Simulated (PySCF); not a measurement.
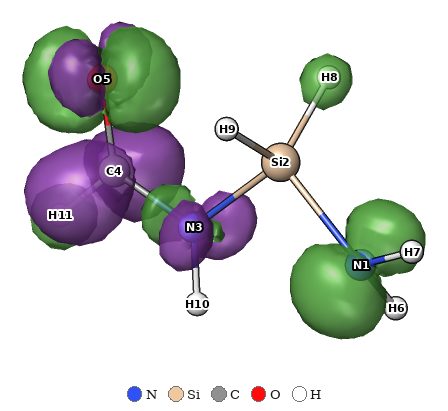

Figure 1: CH₆N₂OSi, SMILES `N[SiH2]NC=O`. Unrelaxed difference density of S₂ less the ground state (TDA singlet states), ±0.04 e/Å³; purple: gain, green: loss.

Computed with PySCF, PBE/6-311+G**, geometry: GFN2-xTB. No frequency check shows the geometry to be a minimum.

Q: How does the charge move on excitation?

A: 0.78 e is displaced in all, of which about 0.4 e passes between atoms: N1 (0.21 e) and O5 (0.19 e) lose electrons and C4 (0.31 e) and N3 (0.08 e) gain them. The state: 5.41 eV (229 nm), f = 0.003; the leading pair carries 99 %; hole on O5 (44 %), N1 (23 %) and C4 (8 %), electron on C4 (39 %), O5 (25 %) and N3 (13 %); their centroids lie 0.7 Å apart.

Run time: 3.2 min on 1 thread of Arm Neoverse V1, on a shared host, peak memory 0.71 GiB.
